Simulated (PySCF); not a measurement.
Input

```
{"job": {"kind": "nmr", "xc": "PBE0", "basis": "pcSseg-1"}, "charge": 0, "multiplicity": 1}
C      3.339087    -0.735088     1.151232
O      2.541669    -0.593054     0.008105
C      1.387156     0.186187     0.229801
C      0.603280     0.257427    -1.088016
C     -0.040100    -1.068727    -1.391562
C     -1.124767    -1.587001    -0.836729
C     -1.996111    -0.965615     0.215610
C     -2.493893     0.435337    -0.141973
C     -1.417917     1.510972    -0.030912
C     -0.363076     1.447769    -1.132537
H      3.691398     0.239053     1.516068
H      2.792822    -1.234153     1.962428
H      4.194363    -1.343389     0.863847
H      0.783260    -0.264260     1.030293
H      1.678198     1.201375     0.548265
H      1.357836     0.436812    -1.861666
H      0.481354    -1.658530    -2.132977
H     -1.437393    -2.570784    -1.163180
H     -2.861811    -1.611746     0.377055
H     -1.451276    -0.912524     1.163312
H     -3.310816     0.693007     0.537371
H     -2.897072     0.426483    -1.157109
H     -1.903620     2.489000    -0.092137
H     -0.939268     1.446853     0.948032
H     -0.868018     1.434231    -2.101338
H      0.233669     2.362981    -1.086620
```

Command:

```sh
OMP_NUM_THREADS=1 python probes_run.py task.json out
```

Geometry: GFN2-xTB.

The calculation used PySCF, PBE0/pcSseg-1, SCF density, gas phase, non-relativistic.

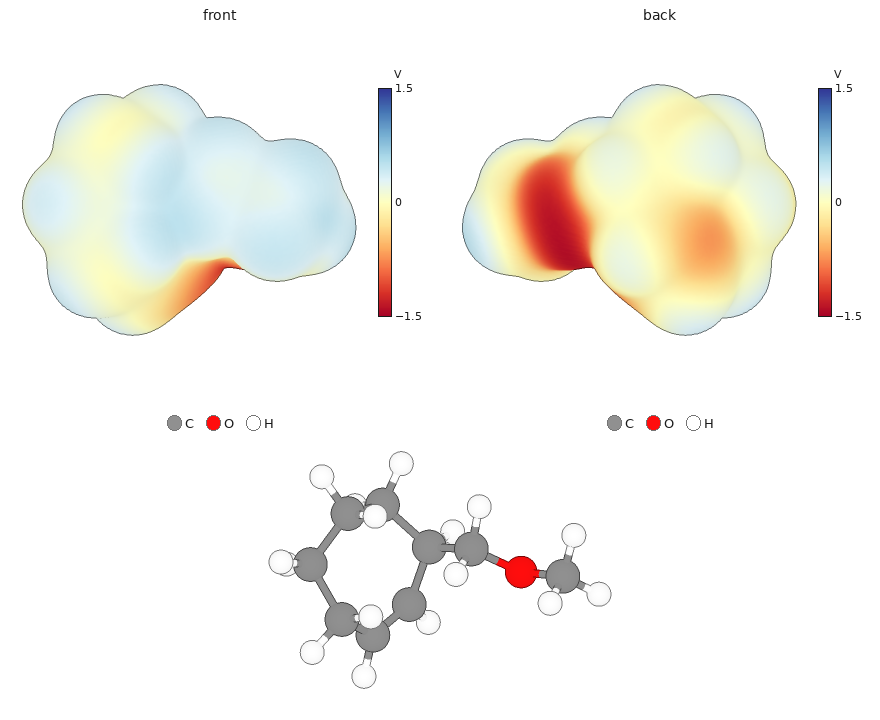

C₉H₁₆O (SMILES COC[C@H]1C=CCCCC1). The molecular electrostatic potential painted on the density surface at 0.001 e/bohr³, seen from the front and from behind; the colour scale runs from red (negative) to blue (positive). The bare structure is drawn below in the same view.

Question: Where is the surface potential most negative and most positive?

Answer: The most negative region (about −1.4 V) lies over O2, the most positive (about +0.5 V) over the C and H atoms. O2 is the likeliest acceptor of a hydrogen bond.

Question: How polar is the molecule by this calculation?

Answer: Its dipole moment is 1.43 D.
